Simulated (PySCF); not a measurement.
CoN2: frequency calculation

The run: frequency calculation of CoN2, multiplicity 4. Method and program: UKS-based PBE0, Co def2-TZVP, N def2-TZVP; non-relativistic Hamiltonian; density fitting (PySCF 2.14.0).

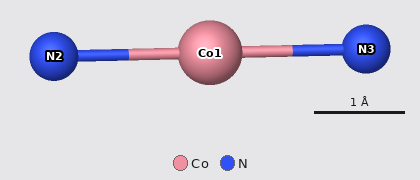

*The structure (ball-and-stick view, seen at a tilt; atoms are numbered from 1 in the order of the input). Sticks mark near contacts.*

Bond lengths as drawn: Co–N 1.76 Å.

## Key numbers

| quantity | value |
| --- | --- |
| outcome | converged |
| total energy | −1491.702537 hartree |
| ⟨S²⟩ | 5.039 |
| zero-point energy | 0.002880 hartree |
| dipole moment | 0.00 D |
| wavenumbers, lowest and highest | 104 and 554 cm⁻¹ |
| hardware | 4 threads of Arm Neoverse V2, 24 GiB of memory available, shared host |
| wall time | 26 s (CPU time 84 s) |
| peak memory | 1 GiB |

Checks after the run noted: the SCF density has lower symmetry than the nuclear frame; spin contamination. ⟨S²⟩ is 5.04 against 3.75 for a pure state: the solution is spin-contaminated.

## Input
```python
from pyscf import gto, scf, dft
mol = gto.M(atom='''
Co    -0.000000    -0.000000     0.000000
N      0.000000    -0.000000     1.763215
N     -0.000000    -0.000000    -1.763215''',
    basis={'Co': 'def2-TZVP', 'N': 'def2-TZVP'},
    charge=0, spin=3)
mf = dft.UKS(mol, xc='PBE0')
mf.grids.atom_grid = (75, 302)
aux = {'Co': 'def2-universal-JKFIT', 'N': 'def2-universal-JKFIT'}
mf = mf.density_fit(auxbasis=aux)
mf.conv_tol = 1e-09
mf.diis_space = 10
mf.max_cycle = 60
mf.verbose = 4
mf.kernel()
```

The script is an equivalent of the set-up of the self-consistent field. The run itself was carried out by a driver, which started from the orbitals of the step before it where there was one and computed the further properties.

Run as:
```bash
OMP_NUM_THREADS=4 python axn.py task.json out
```

## The program's output
```
init E= -1491.70253700004
  alpha nocc = 22  HOMO = -0.291833184516248  LUMO = -0.0749621374517303
  beta  nocc = 19  HOMO = -0.254035929306017  LUMO = -0.159709700892971
  HOMO = -0.254035929306  LUMO = -0.159709700893  gap/eV = 2.56675
cycle= 1 E= -1491.70253699999  delta_E= 5.05e-11  |g|= 1.43e-05  |ddm|= 1.42e-05
  alpha nocc = 22  HOMO = -0.291835068891155  LUMO = -0.0749624013332393
  beta  nocc = 19  HOMO = -0.254035876487425  LUMO = -0.15971170675542
  HOMO = -0.254035876487  LUMO = -0.159711706755  gap/eV = 2.56669
cycle= 2 E= -1491.70253699943  delta_E= 5.55e-10  |g|= 4.43e-05  |ddm|= 3.2e-05
  alpha nocc = 22  HOMO = -0.291833230539075  LUMO = -0.0749622266365716
  beta  nocc = 19  HOMO = -0.254036069012209  LUMO = -0.159709585779379
  HOMO = -0.254036069012  LUMO = -0.159709585779  gap/eV = 2.56675
cycle= 3 E= -1491.70253700007  delta_E= -6.36e-10  |g|= 1.06e-05  |ddm|= 2.09e-05
  alpha nocc = 22  HOMO = -0.291833622225789  LUMO = -0.0749622924935396
  beta  nocc = 19  HOMO = -0.254036070284158  LUMO = -0.159709999650525
  HOMO = -0.254036070284  LUMO = -0.159709999651  gap/eV = 2.56674
cycle= 4 E= -1491.7025370001  delta_E= -3.39e-11  |g|= 1.79e-06  |ddm|= 5.39e-06
  alpha nocc = 22  HOMO = -0.291833590266444  LUMO = -0.0749623667157671
  beta  nocc = 19  HOMO = -0.254036190194004  LUMO = -0.159709848748505
  HOMO = -0.254036190194  LUMO = -0.159709848749  gap/eV = 2.56675
Extra cycle  E= -1491.70253700012  delta_E= -1.43e-11  |g|= 2.08e-06  |ddm|= 5.14e-06
converged SCF energy = -1491.70253700012  <S^2> = 5.0386635  2S+1 = 4.5994189
```

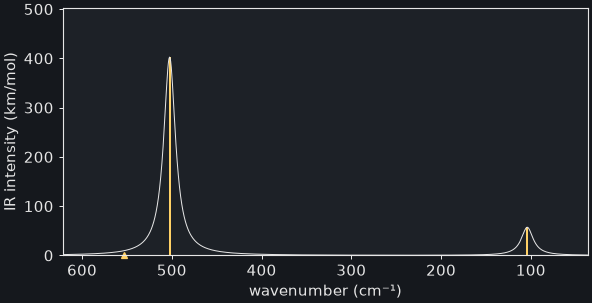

*Harmonic infrared spectrum, unscaled: sticks (degenerate modes added up, dark ones marked on the axis) with a Lorentzian envelope of 16 cm⁻¹ full width, scaled to the tallest stick.*

4 modes from 104 to 554 cm⁻¹, none imaginary. The strongest line is at 502 cm⁻¹ (403 km/mol). All modes, in cm⁻¹ (km/mol): 104 (29), 104 (29), 502 (403), 554 (0.0).

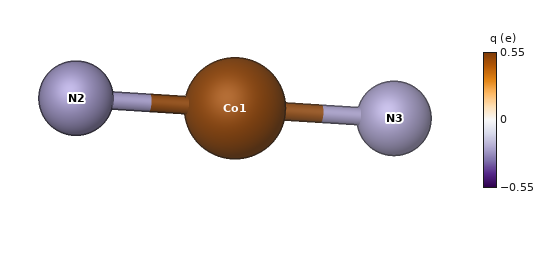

*Mulliken charges, as the colour of each atom (ball-and-stick view, seen at a tilt; atoms are numbered from 1 in the order of the input).*

By element: Co +0.52 and N −0.26 e.
